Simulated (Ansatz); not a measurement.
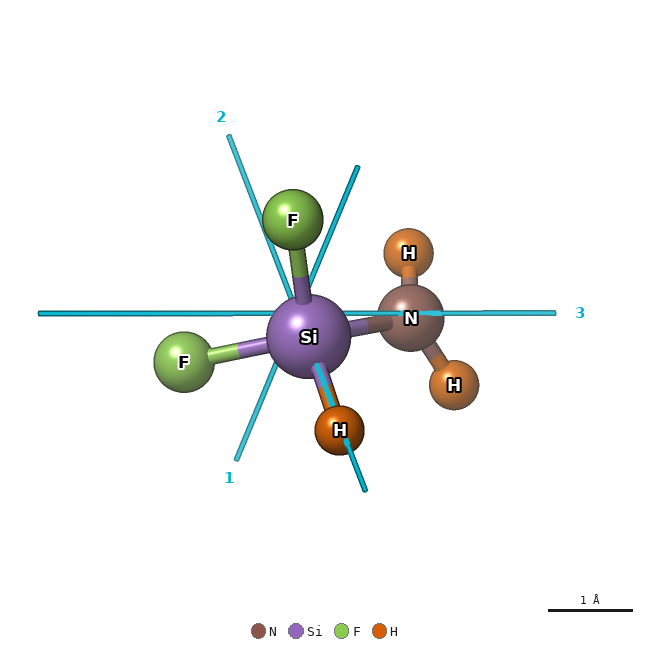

The three principal axes of inertia are drawn and numbered. Distant atoms are faded towards the background colour. The geometry was computed by an optimisation with PBE-D4/def2-SVP. No frequency run is at hand to confirm it as a minimum. Masses are those of the most abundant isotopes; constants are for the rigid equilibrium geometry.

> Which line is the a axis (least moment of inertia), which b and which c?

a is line 3, b is line 1, c is line 2; the moments are 73.1, 82.6, 134 u Å².

> What kind of rotor is it, and what are its rotational constants in MHz?

An asymmetric top (C1): A = 6911, B = 6117, C = 3761 MHz. Ray's parameter κ is 0.50, nearer the oblate limit.
